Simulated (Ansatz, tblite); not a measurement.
**The cluster H₁₂W₅O₂₁: a ladder of methods and basis sets**

Aim: run the singlet of the cluster H₁₂W₅O₂₁ at one geometry on many levels, and compare frontier levels, spin and run time.

Program: Ansatz 0.2.0, Gaussian basis. Level of theory: as each input shows. These are calculated values, not measurements.

Levels to be run: GFN1-xTB, GFN2-xTB, PBE-D4/def2-TZVP, r2SCAN-D4/def2-TZVP, revPBE-D4/def2-TZVP, r2SCANh-D4/def2-TZVP, LDA/def2-TZVP, PBE+5HF/def2-SVP, PBE+10HF/def2-SVP, PBE+15HF/def2-SVP, PBE+35HF/def2-SVP, PBE+50HF/def2-SVP, PBE-D4/def2-SVP, PBE0-D4/def2-SVP, MP2/def2-SVP, RPA/def2-SVP.

## 1. The structure

The singlet was relaxed beforehand with PBE-D4/def2-SVP.

38 atoms, charge 0, spin multiplicity 1.

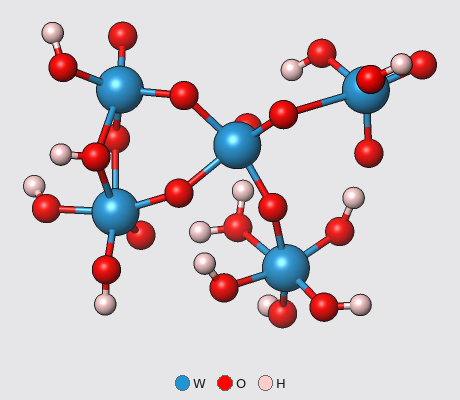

The geometry (tungsten blue, oxygen red, hydrogen pink).

W takes a core potential in the def2 sets. No spin-orbit coupling is included.

PBE0-D4/def2-TZVP was run before; its log isn't repeated, and its numbers join the tables.

## 2. GFN1-xTB

Tight binding, by tblite at 300 K electronic temperature and without a spin-polarisation term:

```python
tblite.interface.Calculator('GFN1-xTB', numbers, positions, charge=0, uhf=0).singlepoint()
```

Energy -3209.1801 eV, HOMO -10.94 eV, LUMO -6.22 eV; 0.13 s.

## 3. GFN2-xTB

Tight binding, by tblite at 300 K electronic temperature and without a spin-polarisation term:

```python
tblite.interface.Calculator('GFN2-xTB', numbers, positions, charge=0, uhf=0).singlepoint()
```

Energy -2842.3132 eV, HOMO -10.71 eV, LUMO -7.42 eV; 0.29 s.

## 4. PBE-D4/def2-TZVP

start.molden holds the orbitals of an earlier run on this state, given as this run's starting guess.

The input, in.yaml:

```yaml
crystal:
  periodic: [false, false, false]
  atoms:
    - {symbol: W, position_ang: [0.980609, -0.189775, 0.344700]}
    - {symbol: W, position_ang: [-2.051353, -2.229495, -0.008372]}
    - {symbol: W, position_ang: [-1.575894, 2.556491, 0.304727]}
    - {symbol: W, position_ang: [3.174791, -3.193082, -0.080553]}
    - {symbol: W, position_ang: [1.622473, 3.202349, -0.101740]}
    - {symbol: O, position_ang: [-2.772143, -0.732866, 0.924628]}
    - {symbol: O, position_ang: [-3.527913, -2.445131, -1.162958]}
    - {symbol: O, position_ang: [-2.016910, 4.365859, -0.155476]}
    - {symbol: O, position_ang: [-2.316883, 1.732322, -1.055229]}
    - {symbol: O, position_ang: [-0.389057, -1.501783, 0.632941]}
    - {symbol: O, position_ang: [1.480652, -3.669306, -0.229443]}
    - {symbol: O, position_ang: [3.862087, -3.228218, 1.705200]}
    - {symbol: O, position_ang: [-0.922691, -3.412242, -0.889195]}
    - {symbol: O, position_ang: [-2.567381, -3.447795, 1.325562]}
    - {symbol: O, position_ang: [-1.637868, -0.747572, -1.706127]}
    - {symbol: O, position_ang: [0.006780, 3.427496, 1.453177]}
    - {symbol: O, position_ang: [2.051630, 4.834631, 0.845545]}
    - {symbol: O, position_ang: [0.091074, 2.999600, -1.054720]}
    - {symbol: O, position_ang: [-0.561434, 1.034411, 0.825136]}
    - {symbol: O, position_ang: [-2.882123, 2.449868, 1.659436]}
    - {symbol: O, position_ang: [3.609889, -1.834261, -1.321707]}
    - {symbol: O, position_ang: [4.063122, -4.512611, -0.735261]}
    - {symbol: O, position_ang: [2.239903, -1.188952, 1.063607]}
    - {symbol: O, position_ang: [2.797414, 3.448475, -1.339434]}
    - {symbol: O, position_ang: [1.144638, -0.371407, -1.389854]}
    - {symbol: O, position_ang: [2.011533, 1.509191, 0.567211]}
    - {symbol: H, position_ang: [-2.163660, -0.070511, 1.331557]}
    - {symbol: H, position_ang: [-3.592511, -2.042300, -2.050054]}
    - {symbol: H, position_ang: [-1.663983, 4.815035, -0.945450]}
    - {symbol: H, position_ang: [-1.957796, 0.203089, -1.538822]}
    - {symbol: H, position_ang: [4.503025, -3.931698, 1.921939]}
    - {symbol: H, position_ang: [0.097426, -3.559678, -0.693866]}
    - {symbol: H, position_ang: [-2.285563, -4.383039, 1.290311]}
    - {symbol: H, position_ang: [-0.680639, -0.657721, -1.948794]}
    - {symbol: H, position_ang: [-0.090486, 4.357170, 1.738852]}
    - {symbol: H, position_ang: [2.825670, 5.315478, 0.491165]}
    - {symbol: H, position_ang: [-3.832115, 2.261676, 1.548888]}
    - {symbol: H, position_ang: [2.925677, -1.163708, -1.567505]}
basis:
  gaussian: {orbitals: def2-TZVP, fitting: {mean_field: def2-universal-jkfit}, initial_orbitals: start.molden}
hamiltonian: {xc: pbe, dispersion: d4}
scf: {omitted_lower_state_checks: [starts]}
output: {orbitals: {seedname: orbitals}}
```

On the command line:

```console
> ansatz run in.yaml --threads 2 --pin off --events-out ev --progress --plain --max-ram 32768MiB --backend cuda --devices 0, --max-vram 18GiB
```

The log of the run:

```text
Functional definition: PBE
  name "PBE"
  cite "Perdew, Burke & Ernzerhof, Phys. Rev. Lett. 77, 3865 (1996) doi:10.1103/PhysRevLett.77.3865"
  parent pbe
  parameter kappa = 0.804
  parameter beta = 0.06672455060314922
  exchange = pbe_x(kappa = kappa, mu = beta*pi^2/3)
  correlation = pbe_c(beta = beta)
these checks for a lower state are left out or cut short: starts
2968 factors; integrals over basis functions are off by at most 8.8e-1 eV
mean field evaluation 1: about -52325.5282 eV, gradient 2.6e1 eV
mean field evaluation 2: about -52326.5355 eV, gradient 9.5e-1 eV
mean field evaluation 4: about -52326.5402 eV, gradient 1.9e-1 eV
mean field evaluation 8: about -52326.5403 eV, gradient 2.7e-5 eV
mean field -52326.54028098 eV, -1922.9648871231 hartree, gradient 2.7e-5 eV, S^2 0.000000; 0 other end points of the search recorded, 0 dependent functions left out
reference -52326.54037436 eV, -1922.9648905549 hartree; 125, 125 occupied and 798, 798 virtual orbitals, 2968 factors
Total energy: -52328.53996692 eV, -1923.0383742261 hartree
Checks for a lower state left out: starts
```

Wall time 11 s (1 × H100 (card shared with other runs) with 2 threads of AMD EPYC 7R13, shared host).

Report: HOMO -7.16 eV, LUMO -3.90 eV.

## 5. r2SCAN-D4/def2-TZVP

in.yaml: that of step 4 with these lines changed.

```diff
@@ -43,4 +43,4 @@
   gaussian: {orbitals: def2-TZVP, fitting: {mean_field: def2-universal-jkfit}, initial_orbitals: start.molden}
-hamiltonian: {xc: pbe, dispersion: d4}
+hamiltonian: {xc: r2scan, dispersion: d4}
 scf: {omitted_lower_state_checks: [starts]}
-output: {orbitals: {seedname: orbitals}}
+output: {forces: true, orbitals: {seedname: orbitals}}
```

Same command.

The log of the run, cut to the lines that bear on the results:

```text
Functional definition: r2SCAN
  name "r2SCAN"
  cite "Furness, Kaplan, Ning, Perdew & Sun, J. Phys. Chem. Lett. 11, 8208 (2020) doi:10.1021/acs.jpclett.0c02405"
  cite "Furness, Kaplan, Ning, Perdew & Sun, J. Phys. Chem. Lett. 11, 9248 (2020) doi:10.1021/acs.jpclett.0c03077"
  parent r2scan
[...]
2968 factors; integrals over basis functions are off by at most 8.8e-1 eV
[...]
mean field -52349.79485635 eV, -1923.8194770055 hartree, gradient 1.9e-5 eV, S^2 0.000000; 0 other end points of the search recorded, 0 dependent functions left out
[...]
reference -52349.79488290 eV, -1923.8194779812 hartree; 125, 125 occupied and 798, 798 virtual orbitals, 2968 factors
Total energy: -52350.36282436 eV, -1923.8403494449 hartree
Atom 0 at     0.980609    -0.189775     0.344700 Å, force     0.075946    -0.246873    -0.285063 eV/Å
[...]
Atom 29 at    -1.957796     0.203089    -1.538822 Å, force     0.136980    -0.444747     0.007809 eV/Å
Atom 30 at     4.503025    -3.931698     1.921939 Å, force    -0.373432     0.402258    -0.170280 eV/Å
Atom 31 at     0.097426    -3.559678    -0.693866 Å, force    -0.431518     0.125261    -0.016702 eV/Å
Atom 32 at    -2.285563    -4.383039     1.290311 Å, force    -0.126995     0.566054    -0.027081 eV/Å
Atom 33 at    -0.680639    -0.657721    -1.948794 Å, force    -0.518466    -0.112214     0.175706 eV/Å
Atom 34 at    -0.090486     4.357170     1.738852 Å, force     0.046767    -0.528148    -0.227034 eV/Å
Atom 35 at     2.825670     5.315478     0.491165 Å, force    -0.462180    -0.303427     0.190459 eV/Å
Atom 36 at    -3.832115     2.261676     1.548888 Å, force     0.553758     0.085829     0.013414 eV/Å
Atom 37 at     2.925677    -1.163708    -1.567505 Å, force     0.413113    -0.434778     0.213818 eV/Å
Dipole moment:    -0.925623     0.479129     0.359714 e Å
Checks for a lower state left out: starts
```

Run time: 14 s. Hardware: 1 × H100 (card shared with other runs) with 2 threads of AMD EPYC 7R13, shared host.

HOMO -7.52 eV, LUMO -3.91 eV.

## 6. revPBE-D4/def2-TZVP

in.yaml: that of step 5 with these lines changed.

```diff
@@ -43,4 +43,4 @@
   gaussian: {orbitals: def2-TZVP, fitting: {mean_field: def2-universal-jkfit}, initial_orbitals: start.molden}
-hamiltonian: {xc: r2scan, dispersion: d4}
+hamiltonian: {xc: {name: revPBE}, dispersion: d4}
 scf: {omitted_lower_state_checks: [starts]}
-output: {forces: true, orbitals: {seedname: orbitals}}
+output: {orbitals: {seedname: orbitals}}
```

Launched as before.

The log of the run:

```text
Functional definition: revPBE
  name "revPBE"
  cite "Zhang & Yang, Phys. Rev. Lett. 80, 890 (1998) doi:10.1103/PhysRevLett.80.890"
  cite "Perdew, Burke & Ernzerhof, Phys. Rev. Lett. 77, 3865 (1996) doi:10.1103/PhysRevLett.77.3865"
  parameter kappa = 1.245
  parameter beta = 0.06672455060314922
  exchange = pbe_x(kappa = kappa, mu = beta*pi^2/3)
  correlation = pbe_c(beta = beta)
these checks for a lower state are left out or cut short: starts
2968 factors; integrals over basis functions are off by at most 8.8e-1 eV
mean field evaluation 1: about -52358.2870 eV, gradient 2.8e1 eV
mean field evaluation 2: about -52359.1636 eV, gradient 9.5e-1 eV
mean field evaluation 4: about -52359.1696 eV, gradient 1.9e-1 eV
mean field evaluation 8: about -52359.1697 eV, gradient 1.4e-5 eV
mean field -52359.16971077 eV, -1924.1639965510 hartree, gradient 1.4e-5 eV, S^2 0.000000; 0 other end points of the search recorded, 0 dependent functions left out
reference -52359.16982891 eV, -1924.1640008923 hartree; 125, 125 occupied and 798, 798 virtual orbitals, 2968 factors
Total energy: -52363.88213934 eV, -1924.3371751067 hartree
Checks for a lower state left out: starts
```

Wall time 12 s (1 × H100 (card shared with other runs) with 2 threads of AMD EPYC 7R13, shared host).

HOMO -7.06 eV, LUMO -3.79 eV.

## 7. r2SCANh-D4/def2-TZVP

in.yaml: that of step 6 with these lines changed.

```diff
@@ -43,3 +43,3 @@
   gaussian: {orbitals: def2-TZVP, fitting: {mean_field: def2-universal-jkfit}, initial_orbitals: start.molden}
-hamiltonian: {xc: {name: revPBE}, dispersion: d4}
+hamiltonian: {xc: {name: r2SCANh}, dispersion: d4}
 scf: {omitted_lower_state_checks: [starts]}
```

Same command.

The log of the run, cut to the lines that bear on the results:

```text
Functional definition: r2SCANh
  name "r2SCANh"
  cite "Bursch, Neugebauer, Ehlert & Grimme, J. Chem. Phys. 156, 134105 (2022) doi:10.1063/5.0086040"
  cite "Furness, Kaplan, Ning, Perdew & Sun, J. Phys. Chem. Lett. 11, 8208 (2020) doi:10.1021/acs.jpclett.0c02405"
  cite "Furness, Kaplan, Ning, Perdew & Sun, J. Phys. Chem. Lett. 11, 9248 (2020) doi:10.1021/acs.jpclett.0c03077"
  parent r2scan
[...]
2968 factors; integrals over basis functions are off by at most 8.8e-1 eV
[...]
mean field -52341.92112451 eV, -1923.5301226974 hartree, gradient 1.4e-5 eV, S^2 0.000000; 0 other end points of the search recorded, 0 dependent functions left out
reference -52341.92114855 eV, -1923.5301235808 hartree; 125, 125 occupied and 798, 798 virtual orbitals, 2968 factors
Total energy: -52342.53773947 eV, -1923.5527828791 hartree
Checks for a lower state left out: starts
```

Wall time 14 s (1 × H100 (card shared with other runs) with 2 threads of AMD EPYC 7R13, shared host).

From the report: HOMO -8.11 eV, LUMO -3.68 eV.

## 8. LDA/def2-TZVP

in.yaml: that of step 7 with these lines changed.

```diff
@@ -43,3 +43,3 @@
   gaussian: {orbitals: def2-TZVP, fitting: {mean_field: def2-universal-jkfit}, initial_orbitals: start.molden}
-hamiltonian: {xc: {name: r2SCANh}, dispersion: d4}
+hamiltonian: {xc: lda}
 scf: {omitted_lower_state_checks: [starts]}
```

Same command.

The log of the run:

```text
Functional definition: SPW92
  name "SPW92"
  cite "Dirac, Proc. Camb. Phil. Soc. 26, 376 (1930) doi:10.1017/S0305004100016108"
  cite "Slater, Phys. Rev. 81, 385 (1951) doi:10.1103/PhysRev.81.385"
  cite "Perdew & Wang, Phys. Rev. B 45, 13244 (1992) doi:10.1103/PhysRevB.45.13244"
  exchange = slater_x
  correlation = pw_c
these checks for a lower state are left out or cut short: starts
2968 factors; integrals over basis functions are off by at most 8.8e-1 eV
mean field evaluation 1: about -52045.9737 eV, gradient 1.1e2 eV
mean field evaluation 2: about -52048.6959 eV, gradient 4.2e0 eV
mean field evaluation 4: about -52048.7921 eV, gradient 1.9e-1 eV
mean field evaluation 8: about -52048.7922 eV, gradient 1.5e-5 eV
mean field -52048.79220967 eV, -1912.7578337668 hartree, gradient 1.5e-5 eV, S^2 0.000000; 0 other end points of the search recorded, 0 dependent functions left out
reference -52048.79229439 eV, -1912.7578368803 hartree; 125, 125 occupied and 798, 798 virtual orbitals, 2968 factors
Total energy: -52048.79229439 eV, -1912.7578368803 hartree
Checks for a lower state left out: starts
```

Run time: 9.6 s. Hardware: 1 × H100 (card shared with other runs) with 2 threads of AMD EPYC 7R13, shared host.

From the report: HOMO -7.43 eV, LUMO -4.17 eV.

## 9. PBE+5HF/def2-SVP

in.yaml: that of step 8 with these lines changed.

```diff
@@ -42,4 +42,4 @@
 basis:
-  gaussian: {orbitals: def2-TZVP, fitting: {mean_field: def2-universal-jkfit}, initial_orbitals: start.molden}
-hamiltonian: {xc: lda}
+  gaussian: {orbitals: def2-SVP, fitting: {mean_field: def2-universal-jkfit}, initial_orbitals: start.molden}
+hamiltonian: {xc: {text: "exchange = 0.95*pbe_x + 0.05*exact_x\ncorrelation = pbe_c"}}
 scf: {omitted_lower_state_checks: [starts]}
```

Same command.

The log of the run:

```text
Functional definition: unnamed
  exchange = 0.95*pbe_x + 0.05*exact_x
  correlation = pbe_c
these checks for a lower state are left out or cut short: starts
2968 factors; integrals over basis functions are off by at most 1.7e-1 eV
mean field evaluation 1: about -52266.9011 eV, gradient 9.3e1 eV
mean field evaluation 2: about -52269.6745 eV, gradient 4.5e0 eV
mean field evaluation 4: about -52269.7753 eV, gradient 1.3e-1 eV
mean field evaluation 8: about -52269.7754 eV, gradient 1.7e-5 eV
mean field -52269.77541146 eV, -1920.8788166448 hartree, gradient 1.7e-5 eV, S^2 0.000000; 0 other end points of the search recorded, 0 dependent functions left out
reference -52269.77554272 eV, -1920.8788214687 hartree; 125, 125 occupied and 389, 389 virtual orbitals, 2968 factors
Total energy: -52269.77554272 eV, -1920.8788214687 hartree
Checks for a lower state left out: starts
```

Wall time 7.5 s (1 × H100 (card shared with other runs) with 2 threads of AMD EPYC 7R13, shared host).

HOMO -7.43 eV, LUMO -3.78 eV.

## 10. PBE+10HF/def2-SVP

in.yaml: that of step 9 with these lines changed.

```diff
@@ -43,3 +43,3 @@
   gaussian: {orbitals: def2-SVP, fitting: {mean_field: def2-universal-jkfit}, initial_orbitals: start.molden}
-hamiltonian: {xc: {text: "exchange = 0.95*pbe_x + 0.05*exact_x\ncorrelation = pbe_c"}}
+hamiltonian: {xc: {text: "exchange = 0.90*pbe_x + 0.10*exact_x\ncorrelation = pbe_c"}}
 scf: {omitted_lower_state_checks: [starts]}
```

Same command.

The log of the run:

```text
Functional definition: unnamed
  exchange = 0.90*pbe_x + 0.10*exact_x
  correlation = pbe_c
these checks for a lower state are left out or cut short: starts
2968 factors; integrals over basis functions are off by at most 1.7e-1 eV
mean field evaluation 1: about -52264.5596 eV, gradient 9.3e1 eV
mean field evaluation 2: about -52267.0527 eV, gradient 4.1e0 eV
mean field evaluation 4: about -52267.1314 eV, gradient 1.1e-1 eV
mean field evaluation 8: about -52267.1315 eV, gradient 1.2e-5 eV
mean field -52267.13146650 eV, -1920.7816534598 hartree, gradient 1.2e-5 eV, S^2 0.000000; 0 other end points of the search recorded, 0 dependent functions left out
reference -52267.13159184 eV, -1920.7816580658 hartree; 125, 125 occupied and 389, 389 virtual orbitals, 2968 factors
Total energy: -52267.13159184 eV, -1920.7816580658 hartree
Checks for a lower state left out: starts
```

Run time: 8.5 s. Hardware: 1 × H100 (card shared with other runs) with 2 threads of AMD EPYC 7R13, shared host.

From the report: HOMO -7.76 eV, LUMO -3.68 eV.

## 11. PBE+15HF/def2-SVP

in.yaml: that of step 10 with these lines changed.

```diff
@@ -43,3 +43,3 @@
   gaussian: {orbitals: def2-SVP, fitting: {mean_field: def2-universal-jkfit}, initial_orbitals: start.molden}
-hamiltonian: {xc: {text: "exchange = 0.90*pbe_x + 0.10*exact_x\ncorrelation = pbe_c"}}
+hamiltonian: {xc: {text: "exchange = 0.85*pbe_x + 0.15*exact_x\ncorrelation = pbe_c"}}
 scf: {omitted_lower_state_checks: [starts]}
```

The command is unchanged.

The log of the run:

```text
Functional definition: unnamed
  exchange = 0.85*pbe_x + 0.15*exact_x
  correlation = pbe_c
these checks for a lower state are left out or cut short: starts
2968 factors; integrals over basis functions are off by at most 1.7e-1 eV
mean field evaluation 1: about -52262.2181 eV, gradient 9.3e1 eV
mean field evaluation 2: about -52264.4988 eV, gradient 3.8e0 eV
mean field evaluation 4: about -52264.5602 eV, gradient 1.0e-1 eV
mean field evaluation 8: about -52264.5602 eV, gradient 2.7e-5 eV
mean field -52264.56020369 eV, -1920.6871612943 hartree, gradient 2.7e-5 eV, S^2 0.000000; 0 other end points of the search recorded, 0 dependent functions left out
reference -52264.56032295 eV, -1920.6871656769 hartree; 125, 125 occupied and 389, 389 virtual orbitals, 2968 factors
Total energy: -52264.56032295 eV, -1920.6871656769 hartree
Checks for a lower state left out: starts
```

It took 14 s on 1 × H100 (card shared with other runs) with 2 threads of AMD EPYC 7R13, shared host.

HOMO -8.09 eV, LUMO -3.59 eV.

## 12. PBE+35HF/def2-SVP

in.yaml: that of step 11 with these lines changed.

```diff
@@ -43,3 +43,3 @@
   gaussian: {orbitals: def2-SVP, fitting: {mean_field: def2-universal-jkfit}, initial_orbitals: start.molden}
-hamiltonian: {xc: {text: "exchange = 0.85*pbe_x + 0.15*exact_x\ncorrelation = pbe_c"}}
+hamiltonian: {xc: {text: "exchange = 0.65*pbe_x + 0.35*exact_x\ncorrelation = pbe_c"}}
 scf: {omitted_lower_state_checks: [starts]}
```

Launched as before.

The log of the run:

```text
Functional definition: unnamed
  exchange = 0.65*pbe_x + 0.35*exact_x
  correlation = pbe_c
these checks for a lower state are left out or cut short: starts
2968 factors; integrals over basis functions are off by at most 1.7e-1 eV
mean field evaluation 1: about -52252.8522 eV, gradient 9.3e1 eV
mean field evaluation 2: about -52254.9361 eV, gradient 3.4e0 eV
mean field evaluation 4: about -52254.9749 eV, gradient 8.3e-2 eV
mean field evaluation 8: about -52254.9749 eV, gradient 1.6e-5 eV
mean field -52254.97494281 eV, -1920.3349094541 hartree, gradient 1.6e-5 eV, S^2 0.000000; 0 other end points of the search recorded, 0 dependent functions left out
reference -52254.97503647 eV, -1920.3349128962 hartree; 125, 125 occupied and 389, 389 virtual orbitals, 2968 factors
Total energy: -52254.97503647 eV, -1920.3349128962 hartree
Checks for a lower state left out: starts
```

It took 15 s on 1 × H100 (card shared with other runs) with 2 threads of AMD EPYC 7R13, shared host.

From the report: HOMO -9.41 eV, LUMO -3.16 eV.

## 13. PBE+50HF/def2-SVP

in.yaml: that of step 12 with these lines changed.

```diff
@@ -43,3 +43,3 @@
   gaussian: {orbitals: def2-SVP, fitting: {mean_field: def2-universal-jkfit}, initial_orbitals: start.molden}
-hamiltonian: {xc: {text: "exchange = 0.65*pbe_x + 0.35*exact_x\ncorrelation = pbe_c"}}
+hamiltonian: {xc: {text: "exchange = 0.50*pbe_x + 0.50*exact_x\ncorrelation = pbe_c"}}
 scf: {omitted_lower_state_checks: [starts]}
```

Launched as before.

The log of the run:

```text
Functional definition: unnamed
  exchange = 0.50*pbe_x + 0.50*exact_x
  correlation = pbe_c
these checks for a lower state are left out or cut short: starts
2968 factors; integrals over basis functions are off by at most 1.7e-1 eV
mean field evaluation 1: about -52245.8278 eV, gradient 9.5e1 eV
mean field evaluation 2: about -52248.4177 eV, gradient 4.2e0 eV
mean field evaluation 4: about -52248.4853 eV, gradient 9.8e-2 eV
mean field evaluation 8: about -52248.4854 eV, gradient 2.7e-5 eV
mean field -52248.48535986 eV, -1920.0964216796 hartree, gradient 2.7e-5 eV, S^2 0.000000; 0 other end points of the search recorded, 0 dependent functions left out
reference -52248.48543321 eV, -1920.0964243751 hartree; 125, 125 occupied and 389, 389 virtual orbitals, 2968 factors
Total energy: -52248.48543321 eV, -1920.0964243751 hartree
Checks for a lower state left out: starts
```

Run time: 15 s. Hardware: 1 × H100 (card shared with other runs) with 2 threads of AMD EPYC 7R13, shared host.

From the report: HOMO -10.43 eV, LUMO -2.80 eV.

## 14. PBE-D4/def2-SVP

in.yaml: that of step 13 with these lines changed.

```diff
@@ -43,3 +43,3 @@
   gaussian: {orbitals: def2-SVP, fitting: {mean_field: def2-universal-jkfit}, initial_orbitals: start.molden}
-hamiltonian: {xc: {text: "exchange = 0.50*pbe_x + 0.50*exact_x\ncorrelation = pbe_c"}}
+hamiltonian: {xc: pbe, dispersion: d4}
 scf: {omitted_lower_state_checks: [starts]}
```

Same command.

The log of the run:

```text
Functional definition: PBE
  name "PBE"
  cite "Perdew, Burke & Ernzerhof, Phys. Rev. Lett. 77, 3865 (1996) doi:10.1103/PhysRevLett.77.3865"
  parent pbe
  parameter kappa = 0.804
  parameter beta = 0.06672455060314922
  exchange = pbe_x(kappa = kappa, mu = beta*pi^2/3)
  correlation = pbe_c(beta = beta)
these checks for a lower state are left out or cut short: starts
2968 factors; integrals over basis functions are off by at most 1.7e-1 eV
mean field evaluation 1: about -52269.2426 eV, gradient 9.4e1 eV
mean field evaluation 2: about -52272.3655 eV, gradient 4.9e0 eV
mean field evaluation 4: about -52272.4934 eV, gradient 1.4e-1 eV
mean field evaluation 8: about -52272.4935 eV, gradient 1.9e-5 eV
mean field -52272.49347273 eV, -1920.9787035540 hartree, gradient 1.9e-5 eV, S^2 0.000000; 0 other end points of the search recorded, 0 dependent functions left out
reference -52272.49360976 eV, -1920.9787085901 hartree; 125, 125 occupied and 389, 389 virtual orbitals, 2968 factors
Total energy: -52274.49320232 eV, -1921.0521922613 hartree
Checks for a lower state left out: starts
```

It took 13 s on 1 × H100 (card shared with other runs) with 2 threads of AMD EPYC 7R13, shared host.

From the report: HOMO -7.11 eV, LUMO -3.88 eV.

(Part 1 of 2 ends here.)
